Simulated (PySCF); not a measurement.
C2H8N3PSi (SMILES C=N[Si](N)(P)N=C)

```yaml
atoms:
  - { symbol: C, position_ang: [2.2364, -0.8084, 0.7341] }
  - { symbol: N, position_ang: [1.0181, -1.0607, 0.7806] }
  - { symbol: Si, position_ang: [-0.2784, -0.3474, -0.1315] }
  - { symbol: N, position_ang: [-0.9513, -1.6643, -1.0198] }
  - { symbol: P, position_ang: [0.2239, 1.2831, -1.6223] }
  - { symbol: N, position_ang: [-1.3229, 0.2615, 1.1274] }
  - { symbol: C, position_ang: [-1.8469, 1.3919, 1.1737] }
  - { symbol: H, position_ang: [2.9187, -1.3567, 1.3778] }
  - { symbol: H, position_ang: [2.6958, -0.0562, 0.0795] }
  - { symbol: H, position_ang: [-1.7908, -1.4862, -1.5468] }
  - { symbol: H, position_ang: [-1.0427, -2.5314, -0.5161] }
  - { symbol: H, position_ang: [1.0306, 1.9602, -0.7221] }
  - { symbol: H, position_ang: [1.2969, 0.6015, -2.1602] }
  - { symbol: H, position_ang: [-1.6780, 2.1819, 0.4290] }
  - { symbol: H, position_ang: [-2.5137, 1.6392, 1.9947] }
```

Geometry: GFN2-xTB.

These are results of PySCF, PBE0/pcSseg-1, SCF density, gas phase, non-relativistic, not measurements.

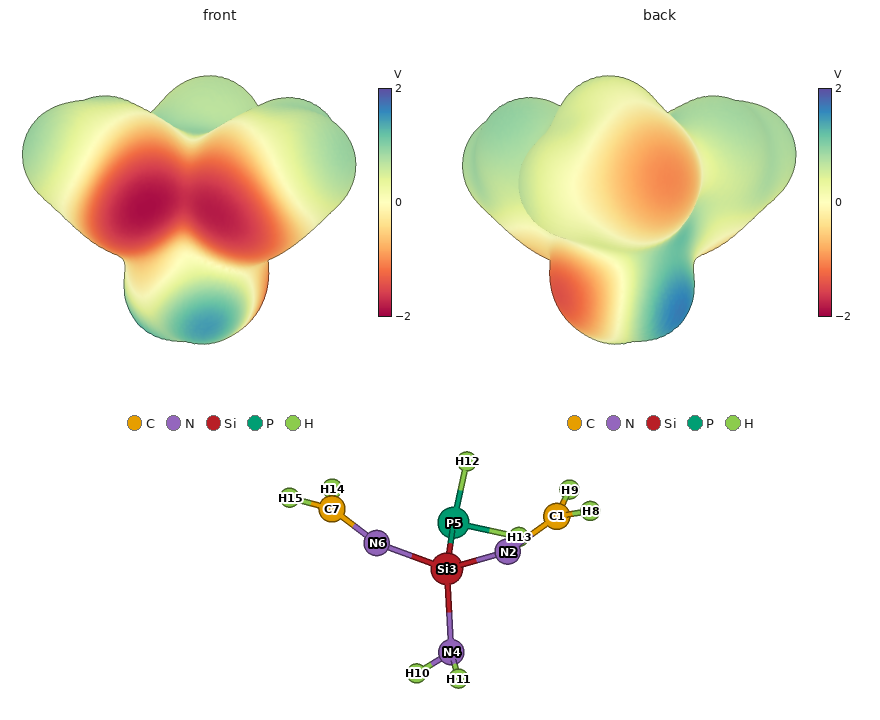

Figure 1. The electrostatic potential painted on the density surface at 0.002 e/bohr³, seen from the front and from behind; red is negative and blue positive. The bare structure is drawn below in the same view.

> Describe the electrostatic potential map.

The most negative region (about −1.9 V, or −44 kcal/mol for a unit charge) lies over N6, the most positive (about +1.6 V, or +37 kcal/mol for a unit charge) over H10. N6 is the likeliest acceptor of a hydrogen bond.

> What dipole moment does the calculation give?

Its dipole moment is 0.83 D.

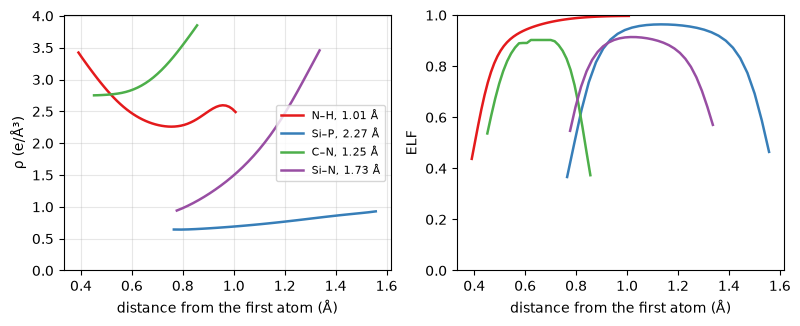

Figure 2. Electron density and ELF along straight lines between neighbouring atoms. The curves leave out the atomic cores.

> What can be read from the curves?

N–H (1.01 Å): ρ is about 2.8 e/Å³ halfway; the ELF climbs to about 1 towards the hydrogen, as it does in any bond to H (a covalent bond by its length).
Si–P (2.27 Å): ρ at the midpoint is about 0.74 e/Å³, with its minimum of 0.64 e/Å³ about 0.8 Å from Si; the ELF peaks at about 0.95 between the atoms: a shared electron pair.
C–N (1.25 Å): ρ is about 2.9 e/Å³ halfway; the ELF peaks at about 0.90 between the atoms (a multiple bond).
Si–N (1.73 Å): ρ at the midpoint is about 1.1 e/Å³; the ELF peaks at about 0.90 between the atoms, as expected for a polar covalent bond.
